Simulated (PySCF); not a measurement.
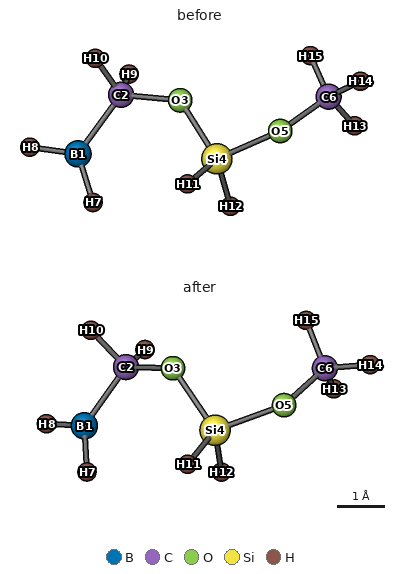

The structure of C$_{2}$H$_{9}$BO$_{2}$Si before (top) and after (bottom) a relaxation, at one scale.

The picture is a ball-and-stick view, seen from a free direction.

The start comes from GFN2-xTB.

Theory: PBE0-D3(BJ)/def2-SVP geometry optimisation, gas phase in PySCF. 

Q: Describe what moved and what it gained.

A: The largest move after the best rigid fit is that of H13, 0.62 Å. Largest moves by element: H 0.62 Å, O 0.46 Å, Si 0.22 Å, B 0.15 Å, C 0.13 Å. Near-neighbour distances that change, for instance: B1–H7 1.165 → 1.210 Å, O3–Si4 1.616 → 1.661 Å, B1–H8 1.168 → 1.209 Å, Si4–O5 1.615 → 1.650 Å. Bond angles that change, for instance: C2–O3–Si4 132.7° → 126.2°, O5–Si4–H11 99.1° → 105.2°, B1–C2–H10 108.5° → 102.9°. Groups turn about O3–Si4 by about 30°, C2–O3 by about 30°. After 15 geometry steps the energy has fallen by 4.83 kcal/mol. The largest force component goes from 1.2 to 0.017 eV/Å.
